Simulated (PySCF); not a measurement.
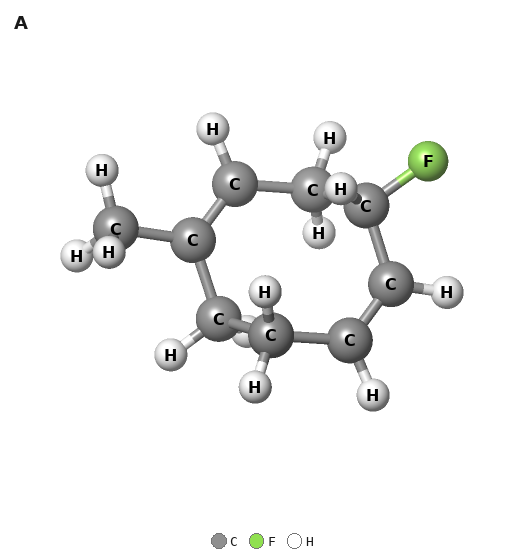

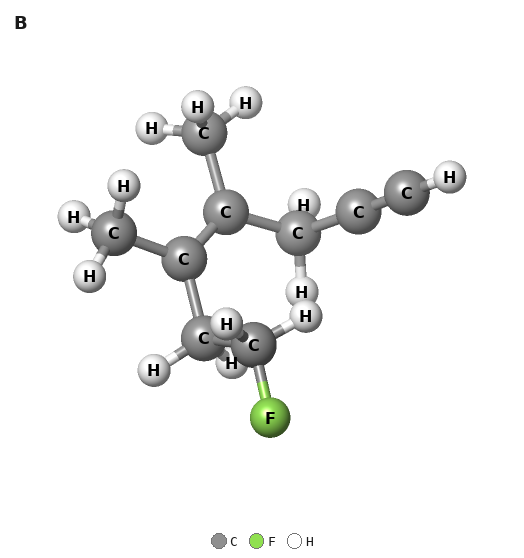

2 stationary structures of one formula. Geometries: GFN2-xTB. Electronic energies: PBE0/pcSseg-1 (PySCF 2.14.0), without zero-point energy. No frequency run is at hand to confirm each as a minimum. Each is one conformer, not always the lowest.

**How are they related?**

They are constitutional isomers of C9H13F: A `C/C1=C/C[C@H](F)/C=C\CC1`, B `C#CC/C(C)=C(/C)CCF`.

**Which structure is the most stable?**

A is lowest; B lies 1.466 eV above it.
